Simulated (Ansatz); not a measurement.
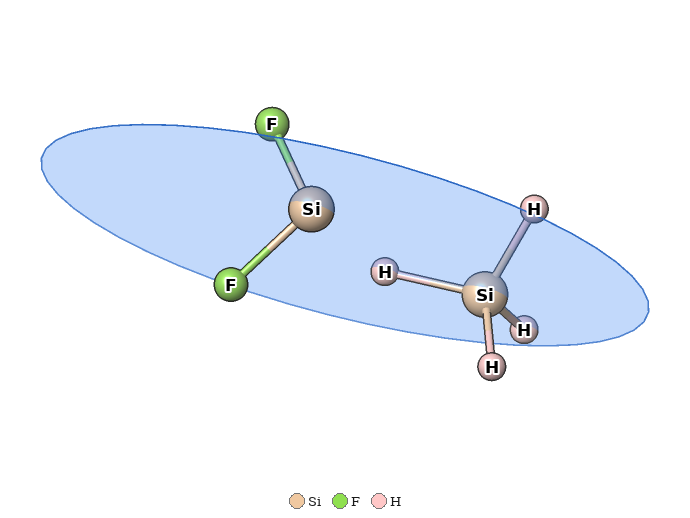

All proper rotation axes (lines) and mirror planes (discs) of the structure are drawn in. Depth is shown by fading: the farther an atom, the more it takes the colour of the background. The geometry was computed by an optimisation with PBE0-D4/def2-TZVP.

**Name the symmetry elements and the point group.**

It has 1 mirror plane. Point group Cs. The group has 2 operations. The geometry is achiral, and symmetry allows a dipole moment.
